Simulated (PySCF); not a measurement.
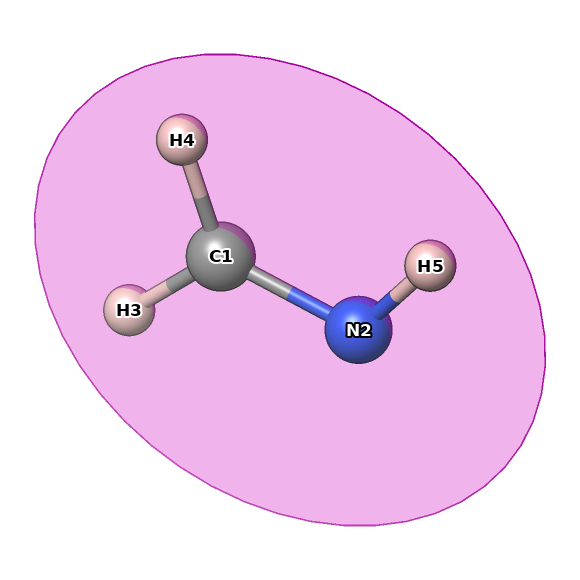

A disc through the centre of mass is drawn in. Depth is shown by fading: the farther an atom, the more it takes the colour of the background. The computed structure is the end point of a PBE0-D3(BJ)/def2-SVP optimisation. No frequency run is at hand to confirm it as a minimum.

Is the plane of the disc a mirror plane of the structure?

Answer. Yes. The reflection leaves C1, N2, H3, H4, H5 in place. The point group is Cs.
